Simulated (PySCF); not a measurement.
**Re³⁺, Re⁴⁺: ionisation energy with spin-orbit coupling**

Aim: the ionisation energy of rhenium from differences of total energies, at each level of theory, and how far each lands from the tabulated value where there is one.

The numbers are computed with PySCF 2.14.0 (two-component X2C-1e, generalised determinants), except any that are marked as measured or tabulated.

## 1. The atom as given

- Element: rhenium (Z = 75)
- Basis: x2c-QZVPPall-2c (16s16p12d7f2g, 191 functions)
- Hamiltonian: two-component X2C-1e, Gaussian nucleus, no Breit or QED terms; spin-orbit coupling, run by run: off; screened by Boettger's factors
- Core shells frozen in the correlated runs: [Kr] 4d10 4f14 (for Re³⁺)
- State 1: Re³⁺: [Xe] 4f14 5d4; 5d3/2 filled at m_j = -3/2, -1/2, +1/2, +3/2
- State 2: Re⁴⁺: [Xe] 4f14 5d3; 5d3/2 filled at m_j = -1/2, +1/2, +3/2
- Methods: GHF, GMP2

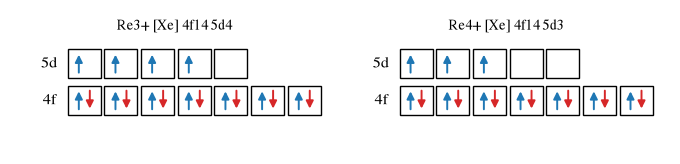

Occupation of the outer shells (arrows by Hund's rule).

A driver program built on PySCF's X2C-1e integrals ran all steps in one process from the settings above; there is no separate input file.

It was started by

```console
$ OMP_NUM_THREADS=4 python sorun2.py TASK.json OUT
```

The integrals over 191 functions and the set-up took 64 s of CPU time.

## 2. Re³⁺

Level: GHF (spin-free).

Log:

```text
cycle= 1 E= -16678.2903905825  delta_E= -1.67e+04  |FDS-SDF|= 0.0314
cycle= 2 E= -16678.3092822852  delta_E= -0.0189  |FDS-SDF|= 0.0157
cycle= 3 E= -16678.3111874119  delta_E= -0.00191  |FDS-SDF|= 0.00782
cycle= 4 E= -16678.3117355696  delta_E= -0.000548  |FDS-SDF|= 0.000632
cycle= 5 E= -16678.3117476346  delta_E= -1.21e-05  |FDS-SDF|= 0.00014
cycle= 6 E= -16678.3117486830  delta_E= -1.05e-06  |FDS-SDF|= 6.24e-05
cycle= 7 E= -16678.3117493049  delta_E= -6.22e-07  |FDS-SDF|= 3.27e-05
cycle= 8 E= -16678.3117496230  delta_E= -3.18e-07  |FDS-SDF|= 4.7e-06
cycle= 9 E= -16678.3117496282  delta_E= -5.22e-09  |FDS-SDF|= 5.02e-07
```

Time after the integrals: 21 s (4 threads of Intel Xeon Platinum 8488C, shared host).

Occupied spinors (without spin-orbit coupling the j labels only name the start):

```
spinor shell  electrons  mean energy (eV)  weight of the nominal j  rms radius (bohr)
       1s1/2          2          -72098.8                    1.000             0.0204
       2s1/2          2          -12669.4                    1.000             0.0823
       2p1/2          2          -11065.3                    0.667             0.0752
       2p3/2          4          -11065.2                    0.833             0.0752
       3s1/2          2           -3019.8                    1.000              0.210
       3p1/2          2           -2538.7                    0.667              0.212
       3p3/2          4           -2538.5                    0.833              0.212
       3d3/2          4           -1986.7                    0.700              0.194
       3d5/2          6           -1986.6                    0.800              0.194
       4s1/2          2           -687.17                    1.000              0.468
       4p1/2          2           -526.72                    0.667              0.499
       4p3/2          4           -526.44                    0.833              0.499
       4d3/2          4           -321.02                    0.700              0.538
       4d5/2          6           -320.80                    0.800              0.538
       5s1/2          2           -130.37                    1.000               1.11
       5p1/2          2           -87.522                    0.661               1.28
       5p3/2          4           -86.302                    0.819               1.27
       4f5/2          6           -90.411                    0.713              0.639
       4f7/2          8           -90.262                    0.780              0.645
       5d3/2          4           -40.307                    0.500               1.78
```

M_J = 0, ⟨J²⟩ = 4.008, ⟨L²⟩ = 6.004, ⟨S²⟩ = 6.004.

Level: GMP2 (spin-free).

This step left no log, only its results.

It took 13 s on 4 threads of Intel Xeon Platinum 8488C, shared host, the integrals not counted.

With 12 electrons correlated and 58 very high virtual spinors dropped, the MP2 correlation energy is -0.27547 hartree. Largest pairs: 5d3/2-5p3/2 -0.0782, 5p3/2-5p3/2 -0.0384, 5d3/2-5p1/2 -0.0361, 5p1/2-5p3/2 -0.0339, 5d3/2-5d3/2 -0.0299.

Level: GHF (screened spin-orbit).

Log:

```text
cycle= 1 E= -16699.1447564930  delta_E= -1.67e+04  |FDS-SDF|= 0.311
cycle= 2 E= -16699.1895330786  delta_E= -0.0448  |FDS-SDF|= 0.0132
cycle= 3 E= -16699.1928629257  delta_E= -0.00333  |FDS-SDF|= 0.0096
cycle= 4 E= -16699.1943263583  delta_E= -0.00146  |FDS-SDF|= 0.00357
cycle= 5 E= -16699.1958302080  delta_E= -0.0015  |FDS-SDF|= 0.0027
cycle= 6 E= -16699.1976363756  delta_E= -0.00181  |FDS-SDF|= 0.0019
cycle= 7 E= -16699.1992963150  delta_E= -0.00166  |FDS-SDF|= 0.000961
cycle= 8 E= -16699.1996130766  delta_E= -0.000317  |FDS-SDF|= 0.000687
cycle= 9 E= -16699.1997876637  delta_E= -0.000175  |FDS-SDF|= 0.000405
cycle= 10 E= -16699.1998722516  delta_E= -8.46e-05  |FDS-SDF|= 0.000134
cycle= 11 E= -16699.1998756830  delta_E= -3.43e-06  |FDS-SDF|= 0.000101
cycle= 12 E= -16699.1998785825  delta_E= -2.9e-06  |FDS-SDF|= 6.43e-05
cycle= 13 E= -16699.1998799509  delta_E= -1.37e-06  |FDS-SDF|= 3.55e-05
cycle= 14 E= -16699.1998802983  delta_E= -3.47e-07  |FDS-SDF|= 2.14e-05
cycle= 15 E= -16699.1998804570  delta_E= -1.59e-07  |FDS-SDF|= 7.23e-06
cycle= 16 E= -16699.1998804689  delta_E= -1.19e-08  |FDS-SDF|= 3.16e-06
```

It took 49 s on 4 threads of Intel Xeon Platinum 8488C, shared host, the integrals not counted.

The outer occupied spinors:

```
spinor shell  electrons  mean energy (eV)  weight of the nominal j  rms radius (bohr)
       4d3/2          4           -329.25                    0.999              0.531
       4d5/2          6           -314.52                    0.999              0.543
       5s1/2          2           -130.08                    1.000               1.11
       5p1/2          2           -97.112                    0.935               1.23
       4f5/2          6           -91.540                    0.991              0.634
       4f7/2          8           -88.617                    0.993              0.638
       5p3/2          4           -82.014                    0.967               1.30
       5d3/2          4           -40.303                    0.668               1.77
```

M_J = 0, ⟨J²⟩ = 2.725, ⟨L²⟩ = 5.636, ⟨S²⟩ = 5.626. A second start ended at -16699.16409 hartree. Rows whose weight is well below 1 mix j = l ± 1/2: exchange competes with spin-orbit coupling there.

The determinant has a definite M_J but mixes levels of different J.

Level: GMP2 (screened spin-orbit).

No log was kept for this step.

It took 1.4 s on 4 threads of Intel Xeon Platinum 8488C, shared host, the integrals not counted.

With 12 electrons correlated and 58 very high virtual spinors dropped, the MP2 correlation energy is -0.28180 hartree. Largest pairs: 5d3/2-5p3/2 -0.0944, 5p3/2-5p3/2 -0.0475, 5d3/2-5d3/2 -0.0327, 5p1/2-5p3/2 -0.0298, 5p3/2-5s1/2 -0.0211.

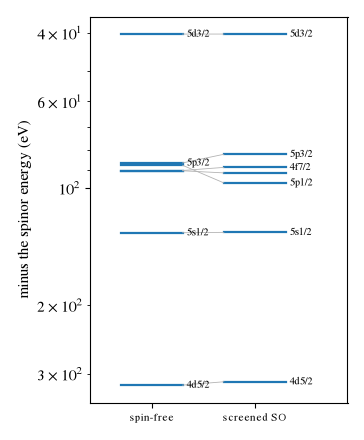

The highest 7 spinor levels of Re³⁺ on a logarithmic scale, without and with spin-orbit coupling.

## 3. Re⁴⁺

Level: GHF (spin-free).

Log:

```text
cycle= 1 E= -16676.8607792552  delta_E= -1.67e+04  |FDS-SDF|= 0.028
cycle= 2 E= -16676.8737394231  delta_E= -0.013  |FDS-SDF|= 0.0122
cycle= 3 E= -16676.8748180812  delta_E= -0.00108  |FDS-SDF|= 0.00667
cycle= 4 E= -16676.8751925546  delta_E= -0.000374  |FDS-SDF|= 0.000555
cycle= 5 E= -16676.8751990143  delta_E= -6.46e-06  |FDS-SDF|= 8.8e-05
cycle= 6 E= -16676.8751991578  delta_E= -1.43e-07  |FDS-SDF|= 2.27e-05
cycle= 7 E= -16676.8751991901  delta_E= -3.23e-08  |FDS-SDF|= 7.98e-06
cycle= 8 E= -16676.8751992014  delta_E= -1.14e-08  |FDS-SDF|= 2.13e-06
```

Time after the integrals: 16 s (4 threads of Intel Xeon Platinum 8488C, shared host).

Occupied spinors (without spin-orbit coupling the j labels only name the start):

```
spinor shell  electrons  mean energy (eV)  weight of the nominal j  rms radius (bohr)
       1s1/2          2          -72114.0                    1.000             0.0204
       2s1/2          2          -12684.7                    1.000             0.0823
       2p1/2          2          -11080.6                    0.667             0.0752
       2p3/2          4          -11080.4                    0.833             0.0752
       3s1/2          2           -3034.9                    1.000              0.210
       3p1/2          2           -2553.8                    0.667              0.212
       3p3/2          4           -2553.7                    0.833              0.212
       3d3/2          4           -2001.8                    0.700              0.194
       3d5/2          6           -2001.7                    0.800              0.194
       4s1/2          2           -702.27                    1.000              0.468
       4p1/2          2           -541.79                    0.667              0.499
       4p3/2          4           -541.55                    0.833              0.499
       4d3/2          4           -336.15                    0.700              0.538
       4d5/2          6           -335.80                    0.800              0.538
       5s1/2          2           -144.95                    1.000               1.10
       4f5/2          6           -105.49                    0.684              0.683
       5p1/2          2           -101.93                    0.561               1.19
       4f7/2          8           -105.30                    0.784              0.634
       5p3/2          4           -100.09                    0.830               1.26
       5d3/2          3           -53.524                    0.600               1.69
```

M_J = 3/2, ⟨J²⟩ = 6.758, ⟨L²⟩ = 12.006, ⟨S²⟩ = 3.753.

Level: GMP2 (spin-free).

This step left no log, only its results.

It took 1 s on 4 threads of Intel Xeon Platinum 8488C, shared host, the integrals not counted.

With 11 electrons correlated and 58 very high virtual spinors dropped, the MP2 correlation energy is -0.24415 hartree. Largest pairs: 5d3/2-5p3/2 -0.0655, 5p3/2-5p3/2 -0.0477, 5p1/2-5p3/2 -0.0338, 5d3/2-5p1/2 -0.0292, 5p3/2-5s1/2 -0.0212.

Level: GHF (screened spin-orbit).

Log:

```text
cycle= 1 E= -16697.7261902970  delta_E= -1.67e+04  |FDS-SDF|= 0.311
cycle= 2 E= -16697.7644716170  delta_E= -0.0383  |FDS-SDF|= 0.0111
cycle= 3 E= -16697.7675804710  delta_E= -0.00311  |FDS-SDF|= 0.00665
cycle= 4 E= -16697.7688166065  delta_E= -0.00124  |FDS-SDF|= 0.00364
cycle= 5 E= -16697.7703999824  delta_E= -0.00158  |FDS-SDF|= 0.00273
cycle= 6 E= -16697.7726213897  delta_E= -0.00222  |FDS-SDF|= 0.00166
cycle= 7 E= -16697.7738081596  delta_E= -0.00119  |FDS-SDF|= 0.000656
cycle= 8 E= -16697.7739153542  delta_E= -0.000107  |FDS-SDF|= 0.00048
cycle= 9 E= -16697.7739518363  delta_E= -3.65e-05  |FDS-SDF|= 0.000401
cycle= 10 E= -16697.7740344301  delta_E= -8.26e-05  |FDS-SDF|= 0.000163
cycle= 11 E= -16697.7740435010  delta_E= -9.07e-06  |FDS-SDF|= 6.99e-05
cycle= 12 E= -16697.7740448849  delta_E= -1.38e-06  |FDS-SDF|= 2.41e-05
cycle= 13 E= -16697.7740449705  delta_E= -8.56e-08  |FDS-SDF|= 1.39e-05
cycle= 14 E= -16697.7740449904  delta_E= -1.99e-08  |FDS-SDF|= 9.19e-06
cycle= 15 E= -16697.7740450120  delta_E= -2.16e-08  |FDS-SDF|= 2.6e-06
cycle= 16 E= -16697.7740450127  delta_E= -7.2e-10  |FDS-SDF|= 9.5e-07
```

It took 95 s on 4 threads of Intel Xeon Platinum 8488C, shared host, the integrals not counted.

The outer occupied spinors:

```
spinor shell  electrons  mean energy (eV)  weight of the nominal j  rms radius (bohr)
       4d3/2          4           -344.29                    0.999              0.531
       4d5/2          6           -329.51                    1.000              0.543
       5s1/2          2           -144.64                    1.000               1.11
       5p1/2          2           -111.05                    0.955               1.21
       4f5/2          6           -106.56                    0.993              0.632
       4f7/2          8           -103.62                    0.995              0.636
       5p3/2          4           -96.005                    0.978               1.29
       5d3/2          3           -53.650                    0.780               1.68
```

M_J = 3/2, ⟨J²⟩ = 5.437, ⟨L²⟩ = 11.578, ⟨S²⟩ = 3.582. Rows whose weight is well below 1 mix j = l ± 1/2: exchange competes with spin-orbit coupling there.

The determinant has a definite M_J but mixes levels of different J.

Level: GMP2 (screened spin-orbit).

No log was kept for this step.

Time after the integrals: 1 s (4 threads of Intel Xeon Platinum 8488C, shared host).

With 11 electrons correlated and 58 very high virtual spinors dropped, the MP2 correlation energy is -0.25276 hartree. Largest pairs: 5d3/2-5p3/2 -0.0755, 5p3/2-5p3/2 -0.0539, 5p1/2-5p3/2 -0.0329, 5p3/2-5s1/2 -0.0215, 5d3/2-5p1/2 -0.0197.

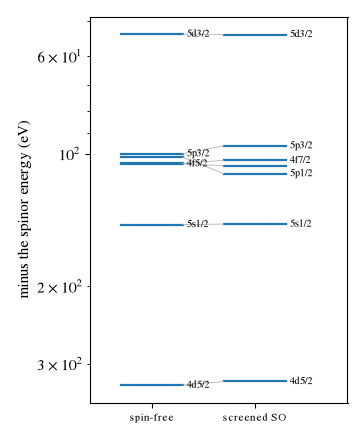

The highest 7 spinor levels of Re⁴⁺ on a logarithmic scale, without and with spin-orbit coupling.

## 4. Differences of total energies

Ionisation energy: Re³⁺ [Xe] 4f14 5d4 [5d3/2^4, M_J = 0] → Re⁴⁺ [Xe] 4f14 5d3 [5d3/2^3, M_J = 3/2].

```
                    method  value (eV)  less the reference (eV)  CPU time, both states (s)
           GHF (spin-free)      39.091                   -0.009                        130
          GMP2 (spin-free)      39.943                   +0.843                        150
 GHF (screened spin-orbit)      38.799                   -0.301                        490
GMP2 (screened spin-orbit)      39.589                   +0.489                        500
```

Reference: 39.1 ± 1.7 eV (theoretical estimate listed by NIST; NIST Atomic Spectra Database, ionization energies). The spin-free rows have the spin-orbit operator switched off. The determinant of Re3+ mixes levels of different J (the jj label is only the starting occupation), so the difference between spin-free and spin-orbit rows is not the physical spin-orbit shift.

Times are CPU seconds on a shared host without the integrals; correlated rows include their Hartree-Fock run.

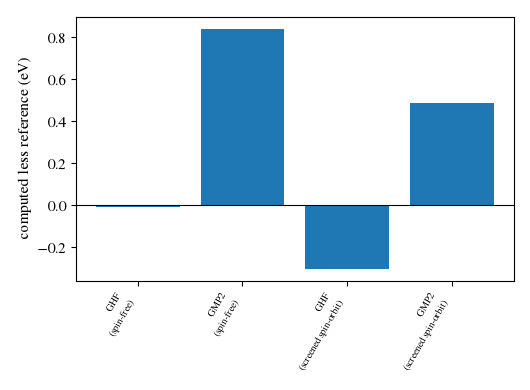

Computed less reference values by method, where the reference is not like for like or is itself uncertain.

## 5. Outcome

```
               quantity                                                                               value
ionisation energy, Re³⁺  GHF (spin-free) 39.091, GMP2 (screened spin-orbit) 39.589 eV; reference 39.1 ± 1.7
```

The methods span 1.144 eV, from GHF (screened spin-orbit) (38.799) to GMP2 (spin-free) (39.943). The reference is uncertain or not like for like (spin-orbit coupling or other relativistic terms), so no ranking of close methods is drawn. All values hold for this basis alone; no basis-set limit was taken.
